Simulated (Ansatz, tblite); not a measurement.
# The cluster Zr4O8: rung by rung

How do method and basis change the picture of the cluster Zr4O8 (singlet)?

Method: as each input shows; program: Ansatz 0.2.0, Gaussian basis.

The runs, in order: GFN1-xTB, GFN2-xTB, PBE-D4/def2-TZVP, r2SCAN-D4/def2-TZVP, PBE-QIDH/def2-TZVP, revPBE-D4/def2-TZVP, PBE-D4/def2-SVP, PBE0-D4/def2-SVP, MP2/def2-SVP.

2 further runs of the same task are left out: 2 set aside as unsound or not needed. Runs told in other sessions of the task aren't counted.

### Step 1. The geometry

The geometry is that of the singlet, from an earlier relaxation (PBE-D4/def2-SVP). At that level it is the lowest of the isomers that a small search found.

12 atoms, charge 0, spin multiplicity 1.

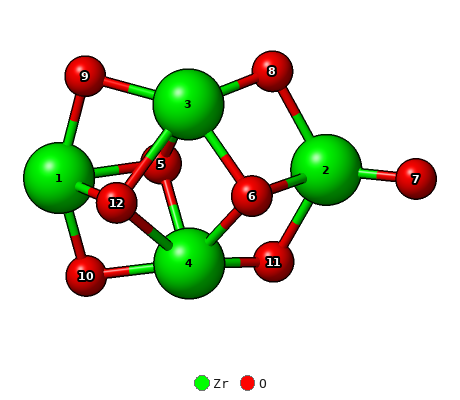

The structure; zirconium green, oxygen red; atoms are numbered from 1 in the order of the file.

Coordinates:

```xyz
12
O8Zr4
Zr   -2.1395   -0.9043   -1.3285
Zr    2.0266    1.0405    0.6693
Zr   -1.0920    1.0444    0.5645
Zr    0.4878   -1.5190   -0.2345
O    -0.3391    0.1546   -1.1653
O     0.4178   -0.1727    1.3802
O     3.2090    1.3650    1.9575
O     0.3425    2.3250    0.4874
O    -2.6951    0.9286   -0.6837
O    -0.7123   -2.2888   -1.6874
O     2.2332   -0.7430   -0.4682
O    -1.7389   -1.2302    0.5086
```

Zr takes a core potential in the def2 sets. No spin-orbit coupling is included.

PBE0-D4/def2-TZVP was run before; its log isn't repeated, and its numbers join the tables.

### Step 2. GFN1-xTB

Tight binding, by tblite at 300 K electronic temperature and without a spin-polarisation term:

```python
tblite.interface.Calculator('GFN1-xTB', numbers, positions, charge=0, uhf=0).singlepoint()
```

Energy -1186.1878 eV, HOMO -10.42 eV, LUMO -8.02 eV; 0.017 s.

### Step 3. GFN2-xTB

Tight binding, by tblite at 300 K electronic temperature and without a spin-polarisation term:

```python
tblite.interface.Calculator('GFN2-xTB', numbers, positions, charge=0, uhf=0).singlepoint()
```

Energy -1063.7484 eV, HOMO -10.40 eV, LUMO -7.60 eV; 0.017 s.

### Step 4. PBE-D4/def2-TZVP

start.molden holds the orbitals of an earlier run on this state, given as this run's starting guess.

The input, in.yaml:

```yaml
crystal:
  periodic: [false, false, false]
  atoms:
    - {symbol: Zr, position_ang: [-2.139501, -0.904315, -1.328512]}
    - {symbol: Zr, position_ang: [2.026556, 1.040460, 0.669270]}
    - {symbol: Zr, position_ang: [-1.091968, 1.044358, 0.564500]}
    - {symbol: Zr, position_ang: [0.487810, -1.518953, -0.234504]}
    - {symbol: O, position_ang: [-0.339085, 0.154570, -1.165314]}
    - {symbol: O, position_ang: [0.417780, -0.172716, 1.380210]}
    - {symbol: O, position_ang: [3.209043, 1.364978, 1.957534]}
    - {symbol: O, position_ang: [0.342452, 2.325002, 0.487430]}
    - {symbol: O, position_ang: [-2.695113, 0.928648, -0.683684]}
    - {symbol: O, position_ang: [-0.712322, -2.288822, -1.687363]}
    - {symbol: O, position_ang: [2.233207, -0.743012, -0.468190]}
    - {symbol: O, position_ang: [-1.738860, -1.230207, 0.508624]}
basis:
  gaussian: {orbitals: def2-TZVP, initial_orbitals: start.molden}
hamiltonian: {xc: pbe, dispersion: d4}
scf: {omitted_lower_state_checks: [starts]}
output: {orbitals: {seedname: orbitals}}
```

Started as:

```console
ansatz run in.yaml --threads 4 --pin off --events-out ev --progress --plain --max-ram 6963MiB
```

The program printed:

```text
Functional definition: PBE
  name "PBE"
  cite "Perdew, Burke & Ernzerhof, Phys. Rev. Lett. 77, 3865 (1996) doi:10.1103/PhysRevLett.77.3865"
  parent pbe
  parameter kappa = 0.804
  parameter beta = 0.06672455060314922
  exchange = pbe_x(kappa = kappa, mu = beta*pi^2/3)
  correlation = pbe_c(beta = beta)
these checks for a lower state are left out or cut short: starts
2492 factors; their error is unknown
mean field evaluation 1: about -21511.3284 eV, gradient 1.6e1 eV
mean field evaluation 2: about -21511.8308 eV, gradient 4.6e-1 eV
mean field evaluation 4: about -21511.8268 eV, gradient 1.7e-1 eV
mean field -21511.82682773 eV, -790.5450546793 hartree, gradient 6.0e-5 eV, S^2 0.000000; 0 other end points of the search recorded, 0 dependent functions left out
reference -21511.82692098 eV, -790.5450581061 hartree; 56, 56 occupied and 352, 352 virtual orbitals, 2492 factors
Total energy: -21512.46012028 eV, -790.5683277511 hartree
Checks for a lower state left out: starts
```

It took 14 s on 4 threads of Arm Neoverse V1, shared host; peak memory 1.1 GiB.

HOMO -5.80 eV, LUMO -3.09 eV.

### Step 5. r2SCAN-D4/def2-TZVP

in.yaml, as its differences from that of step 4:

```diff
@@ -17,3 +17,3 @@
   gaussian: {orbitals: def2-TZVP, initial_orbitals: start.molden}
-hamiltonian: {xc: pbe, dispersion: d4}
+hamiltonian: {xc: r2scan, dispersion: d4}
 scf: {omitted_lower_state_checks: [starts]}
```

The command is unchanged.

The program printed:

```text
Functional definition: r2SCAN
  name "r2SCAN"
  cite "Furness, Kaplan, Ning, Perdew & Sun, J. Phys. Chem. Lett. 11, 8208 (2020) doi:10.1021/acs.jpclett.0c02405"
  cite "Furness, Kaplan, Ning, Perdew & Sun, J. Phys. Chem. Lett. 11, 9248 (2020) doi:10.1021/acs.jpclett.0c03077"
  parent r2scan
  parameter k0 = 0.174
  parameter k1 = 0.065
  parameter a1 = 4.9479
  exchange = r2scan_x(k0 = k0, k1 = k1, a1 = a1)
  correlation = r2scan_c
these checks for a lower state are left out or cut short: starts
2492 factors; their error is unknown
mean field evaluation 1: about -21521.8617 eV, gradient 8.5e0 eV
mean field evaluation 2: about -21522.0234 eV, gradient 1.5e-1 eV
mean field evaluation 4: about -21522.0184 eV, gradient 3.3e-4 eV
mean field -21522.01836582 eV, -790.9195867960 hartree, gradient 1.4e-5 eV, S^2 0.000000; 0 other end points of the search recorded, 0 dependent functions left out
reference -21522.01840541 eV, -790.9195882509 hartree; 56, 56 occupied and 352, 352 virtual orbitals, 2492 factors
Total energy: -21522.17117538 eV, -790.9252024437 hartree
Checks for a lower state left out: starts
```

Run time: 32 s. Hardware: 4 threads of Arm Neoverse V1, shared host; peak memory 1.2 GiB.

From the report: HOMO -6.01 eV, LUMO -2.75 eV.

### Step 6. PBE-QIDH/def2-TZVP

in.yaml, as its differences from that of step 5:

```diff
@@ -17,4 +17,4 @@
   gaussian: {orbitals: def2-TZVP, initial_orbitals: start.molden}
-hamiltonian: {xc: r2scan, dispersion: d4}
+hamiltonian: {xc: {name: PBE-QIDH}}
 scf: {omitted_lower_state_checks: [starts]}
-output: {orbitals: {seedname: orbitals}}
+output: {forces: true}
```

Launched as before.

The program printed, cut to the lines that bear on the results:

```text
Functional definition: PBE-QIDH
  name "PBE-QIDH"
  cite "Brémond, Sancho-García, Pérez-Jiménez & Adamo, J. Chem. Phys. 141, 031101 (2014) doi:10.1063/1.4890314"
  cite "Perdew, Burke & Ernzerhof, Phys. Rev. Lett. 77, 3865 (1996) doi:10.1103/PhysRevLett.77.3865"
[...]
3066 factors; integrals over basis functions are off by at most 9.9e-4 eV
[...]
mean field -21464.14158068 eV, -788.7926541723 hartree, gradient 2.1e-6 eV, S^2 0.000000; 0 other end points of the search recorded, 0 dependent functions left out
8 core orbitals not correlated: weight in the atoms' cores, before any rotation towards them, 1.000 or more for the frozen orbitals, at most 0.000 for the correlated occupied ones
reference -21464.14161498 eV, -788.7926554329 hartree; 48, 48 occupied and 352, 352 virtual orbitals, 3066 factors
second order -100.74318671 eV of doubles, -0.00000000 eV of singles
[...]
Atom 3 at     0.487810    -1.518953    -0.234504 Å, force    -0.132036     1.020319    -0.227868 eV/Å
Atom 4 at    -0.339085     0.154570    -1.165314 Å, force    -0.285659    -0.334300     0.503882 eV/Å
Atom 5 at     0.417780    -0.172716     1.380210 Å, force    -0.068327     0.120375    -0.511305 eV/Å
Atom 6 at     3.209043     1.364978     1.957534 Å, force    -0.507203    -0.120216    -0.598894 eV/Å
Atom 7 at     0.342452     2.325002     0.487430 Å, force    -0.285560    -0.531464     0.094491 eV/Å
Atom 8 at    -2.695113     0.928648    -0.683684 Å, force     0.345508    -0.427750     0.081855 eV/Å
Atom 9 at    -0.712322    -2.288822    -1.687363 Å, force    -0.165496     0.405743     0.344931 eV/Å
Atom 10 at     2.233207    -0.743012    -0.468190 Å, force    -0.556858    -0.088784     0.226274 eV/Å
Atom 11 at    -1.738860    -1.230207     0.508624 Å, force     0.062781     0.222882    -0.592243 eV/Å
Dipole moment:    -1.688058    -0.813909    -0.723169 e Å
Checks for a lower state left out: starts
```

It took 3.1 min on 4 threads of Arm Neoverse V1, shared host; peak memory 3.1 GiB.

### Step 7. revPBE-D4/def2-TZVP

in.yaml, as its differences from that of step 6:

```diff
@@ -17,4 +17,4 @@
   gaussian: {orbitals: def2-TZVP, initial_orbitals: start.molden}
-hamiltonian: {xc: {name: PBE-QIDH}}
+hamiltonian: {xc: {name: revPBE}, dispersion: d4}
 scf: {omitted_lower_state_checks: [starts]}
-output: {forces: true}
+output: {orbitals: {seedname: orbitals}}
```

The command is unchanged.

The program printed:

```text
Functional definition: revPBE
  name "revPBE"
  cite "Zhang & Yang, Phys. Rev. Lett. 80, 890 (1998) doi:10.1103/PhysRevLett.80.890"
  cite "Perdew, Burke & Ernzerhof, Phys. Rev. Lett. 77, 3865 (1996) doi:10.1103/PhysRevLett.77.3865"
  parameter kappa = 1.245
  parameter beta = 0.06672455060314922
  exchange = pbe_x(kappa = kappa, mu = beta*pi^2/3)
  correlation = pbe_c(beta = beta)
these checks for a lower state are left out or cut short: starts
2492 factors; their error is unknown
mean field evaluation 1: about -21524.7044 eV, gradient 1.7e1 eV
mean field evaluation 2: about -21525.1470 eV, gradient 4.4e-1 eV
mean field evaluation 4: about -21525.1432 eV, gradient 1.7e-1 eV
mean field -21525.14322812 eV, -791.0344233674 hartree, gradient 6.5e-5 eV, S^2 0.000000; 0 other end points of the search recorded, 0 dependent functions left out
reference -21525.14334081 eV, -791.0344275085 hartree; 56, 56 occupied and 352, 352 virtual orbitals, 2492 factors
Total energy: -21526.63485164 eV, -791.0892395208 hartree
Checks for a lower state left out: starts
```

Run time: 14 s. Hardware: 4 threads of Arm Neoverse V1, shared host; peak memory 1.1 GiB.

Report: HOMO -5.69 eV, LUMO -2.98 eV.

### Step 8. PBE-D4/def2-SVP

in.yaml, as its differences from that of step 7:

```diff
@@ -16,4 +16,4 @@
 basis:
-  gaussian: {orbitals: def2-TZVP, initial_orbitals: start.molden}
-hamiltonian: {xc: {name: revPBE}, dispersion: d4}
+  gaussian: {orbitals: def2-SVP, initial_orbitals: start.molden}
+hamiltonian: {xc: pbe, dispersion: d4}
 scf: {omitted_lower_state_checks: [starts]}
```

Same command.

The program printed:

```text
Functional definition: PBE
  name "PBE"
  cite "Perdew, Burke & Ernzerhof, Phys. Rev. Lett. 77, 3865 (1996) doi:10.1103/PhysRevLett.77.3865"
  parent pbe
  parameter kappa = 0.804
  parameter beta = 0.06672455060314922
  exchange = pbe_x(kappa = kappa, mu = beta*pi^2/3)
  correlation = pbe_c(beta = beta)
these checks for a lower state are left out or cut short: starts
2256 factors; their error is unknown
mean field evaluation 1: about -21490.8545 eV, gradient 1.8e1 eV
mean field evaluation 2: about -21491.6399 eV, gradient 6.1e-1 eV
mean field evaluation 4: about -21491.5941 eV, gradient 1.2e-1 eV
mean field -21491.59418780 eV, -789.8015188758 hartree, gradient 4.5e-5 eV, S^2 0.000000; 0 other end points of the search recorded, 0 dependent functions left out
reference -21491.59425540 eV, -789.8015213601 hartree; 56, 56 occupied and 180, 180 virtual orbitals, 2256 factors
Total energy: -21492.22745470 eV, -789.8247910051 hartree
Checks for a lower state left out: starts
```

Run time: 8.5 s. Hardware: 4 threads of Arm Neoverse V1, shared host.

HOMO -5.79 eV, LUMO -3.08 eV.

### Step 9. PBE0-D4/def2-SVP

in.yaml, as its differences from that of step 8:

```diff
@@ -17,3 +17,3 @@
   gaussian: {orbitals: def2-SVP, initial_orbitals: start.molden}
-hamiltonian: {xc: pbe, dispersion: d4}
+hamiltonian: {xc: pbe0, dispersion: d4}
 scf: {omitted_lower_state_checks: [starts]}
```

The command is unchanged.

The program printed:

```text
Functional definition: PBE0
  name "PBE0"
  cite "Adamo & Barone, J. Chem. Phys. 110, 6158 (1999) doi:10.1063/1.478522"
  cite "Perdew, Burke & Ernzerhof, Phys. Rev. Lett. 77, 3865 (1996) doi:10.1103/PhysRevLett.77.3865"
  parent pbe
  parameter a = 0.25
  parameter kappa = 0.804
  parameter beta = 0.06672455060314922
  exchange = (1 - a)*pbe_x(kappa = kappa, mu = beta*pi^2/3) + a*exact_x
  correlation = pbe_c(beta = beta)
these checks for a lower state are left out or cut short: starts
2556 factors; their error is unknown
mean field evaluation 1: about -21486.3229 eV, gradient 1.6e1 eV
mean field evaluation 2: about -21486.6445 eV, gradient 2.5e-1 eV
mean field evaluation 4: about -21486.7906 eV, gradient 3.8e-4 eV
mean field -21486.79055420 eV, -789.6249885972 hartree, gradient 1.1e-5 eV, S^2 0.000000; 0 other end points of the search recorded, 0 dependent functions left out
reference -21486.79060844 eV, -789.6249905905 hartree; 56, 56 occupied and 180, 180 virtual orbitals, 2556 factors
Total energy: -21487.33928816 eV, -789.6451541981 hartree
Checks for a lower state left out: starts
```

Wall time 13 s (4 threads of Arm Neoverse V1, shared host); peak memory 1.4 GiB.

Report: HOMO -7.16 eV, LUMO -2.51 eV.

### Step 10. MP2/def2-SVP

in.yaml, as its differences from that of step 9:

```diff
@@ -17,3 +17,3 @@
   gaussian: {orbitals: def2-SVP, initial_orbitals: start.molden}
-hamiltonian: {xc: pbe0, dispersion: d4}
+correlation: {method: mp2}
 scf: {omitted_lower_state_checks: [starts]}
```

The command is unchanged.

The program printed:

```text
Functional definition: HF
  name "HF"
  cite "Fock, Z. Phys. 61, 126 (1930) doi:10.1007/BF01340294"
  parent pbe
  exchange = exact_x
  correlation = 0
these checks for a lower state are left out or cut short: starts
2328 factors; integrals over basis functions are off by at most 6.6e-4 eV
mean field evaluation 1: about -21361.4996 eV, gradient 3.8e1 eV
mean field evaluation 2: about -21365.1065 eV, gradient 3.7e0 eV
mean field evaluation 4: about -21366.7666 eV, gradient 4.8e0 eV
mean field evaluation 8: about -21366.8048 eV, gradient 1.7e-3 eV
mean field -21366.80480515 eV, -785.2155936489 hartree, gradient 2.2e-6 eV, S^2 0.000000; 0 other end points of the search recorded, 0 dependent functions left out
8 core orbitals not correlated: weight in the atoms' cores, before any rotation towards them, 1.000 or more for the frozen orbitals, at most 0.000 for the correlated occupied ones
reference -21366.80480515 eV, -785.2155936489 hartree; 48, 48 occupied and 180, 180 virtual orbitals, 2328 factors
second order -69.77586865 eV of doubles, -0.00000000 eV of singles
Total energy: -21436.58067381 eV, -787.7798095261 hartree
Checks for a lower state left out: starts
```

Wall time 11 s (4 threads of Arm Neoverse V1, shared host); peak memory 0.95 GiB.

From the report: Hartree-Fock HOMO -10.52 eV, LUMO -0.87 eV.

### Step 11. Levels side by side

| level | functions | HOMO (eV) | LUMO (eV) | gap (eV) | time |
| --- | --- | --- | --- | --- | --- |
| PBE-D4/def2-SVP | 236 | -5.79 | -3.08 | 2.70 | 8.5 s |
| PBE-D4/def2-TZVP | 408 | -5.80 | -3.09 | 2.72 | 14 s |
| revPBE-D4/def2-TZVP | 408 | -5.69 | -2.98 | 2.71 | 14 s |
| r2SCAN-D4/def2-TZVP | 408 | -6.01 | -2.75 | 3.25 | 32 s |
| PBE0-D4/def2-SVP | 236 | -7.16 | -2.51 | 4.65 | 13 s |
| PBE0-D4/def2-TZVP | 408 | -7.15 | -2.49 | 4.66 | 37 s |

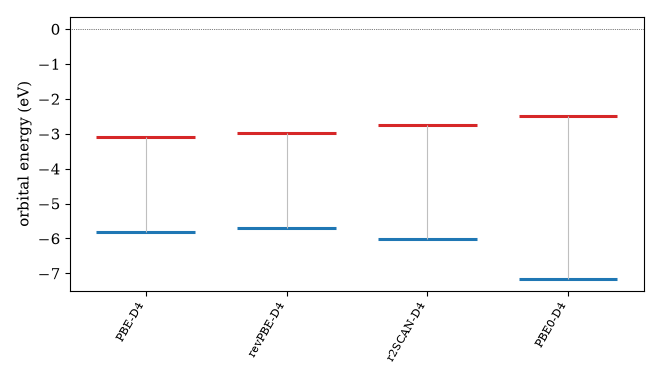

Highest filled (blue) and lowest empty (red) level in def2-TZVP.

Energy pieces by basis (eV):

| basis | HF | MP2 correlation | total |
| --- | --- | --- | --- |
| def2-SVP | -21366.8048 | -69.7759 | -21436.5807 (MP2) |

### Step 12. Binding energy

Free atoms were run apart at each level; binding is atoms less cluster, divided by the number of atoms, without zero-point or spin-orbit terms.

| level | binding an atom (eV) |
| --- | --- |
| HF/def2-SVP | 3.918 |
| PBE0-D4/def2-SVP | 6.274 |
| PBE0-D4/def2-TZVP | 6.151 |
| PBE-QIDH/def2-TZVP | 6.165 |
| MP2/def2-SVP | 6.407 |

### Step 13. Summary of results

| quantity | value |
| --- | --- |
| gap in def2-TZVP, named functionals, smallest and largest | 2.71 eV (revPBE-D4), 4.66 eV (PBE0-D4) |
| correlation energy, MP2/def2-SVP | -69.78 eV |
| binding an atom, functionals in def2-TZVP | 6.15 (PBE0-D4) to 6.16 eV (PBE-QIDH) |
| PBE0 total energy, smallest basis above largest | 20.28 eV (def2-SVP, def2-TZVP) |

In words: Orbital gaps of the named functionals in def2-TZVP span 2.71 eV (revPBE-D4) to 4.66 eV (PBE0-D4); exact exchange widens it.

The slowest run with a step of its own, PBE-QIDH/def2-TZVP, took 3.1 min; the quickest functional in def2-TZVP took 14 s (shared host).
